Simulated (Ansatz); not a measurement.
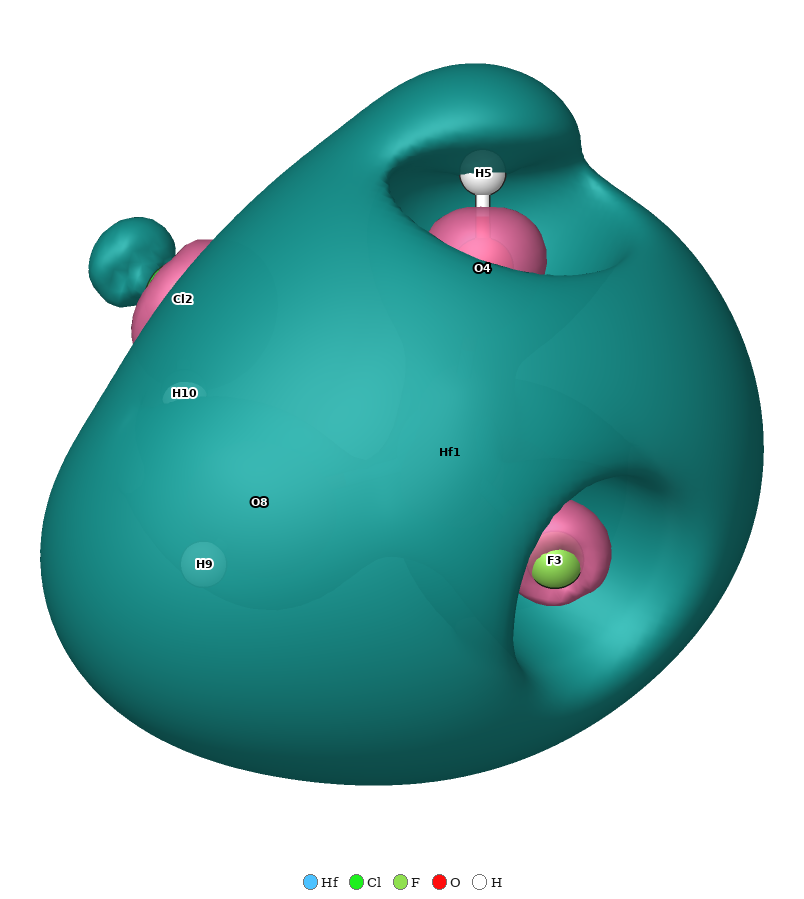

FH3HfO3···HCl. The LUMO at ±0.05 Å⁻³ᐟ² (teal and pink are the two phases), seen across its widest extent.

Core potentials replace the inner electrons of Hf.

Method: RKS B3LYP-D4/def2-SVP in Ansatz 0.2.0.

Input

```
crystal:
  periodic: [false, false, false]
  atoms:
    - { symbol: Hf, position_ang: [0.193967, -0.592073, -0.524672] }
    - { symbol: Cl, position_ang: [-1.208142, -0.544121, 2.91993] }
    - { symbol: F, position_ang: [1.198325, -0.572494, -2.164653] }
    - { symbol: O, position_ang: [-0.275645, 1.238995, -0.137051] }
    - { symbol: H, position_ang: [-0.674639, 2.014425, 0.260426] }
    - { symbol: O, position_ang: [-1.325193, -1.735521, -0.839212] }
    - { symbol: H, position_ang: [-2.146494, -2.227709, -0.83159] }
    - { symbol: O, position_ang: [1.384578, -1.346635, 0.936587] }
    - { symbol: H, position_ang: [2.153811, -1.873318, 1.171374] }
    - { symbol: H, position_ang: [0.026633, -0.96015, 2.62446] }
basis:
  gaussian: { orbitals: def2-SVP }
hamiltonian:
  xc: b3lyp
  dispersion: d4
relax:
  f_tol: 0.03
  max_steps: 50
output:
  orbitals: {}
```

Command:

```sh
ansatz run input.yaml --threads 4 --pin off --max-ram 5120MiB --backend cpu --events-out ev --progress --plain --runs-dir out
```

The fields are those of the run's last geometry, not of the input's.

### Describe this orbital and give its energy.

Its weight (Hirshfeld) is mainly on Hf1 (about 55 %), H9 (about 10 %) and O8 (about 5 %). Its energy is −0.40 eV.
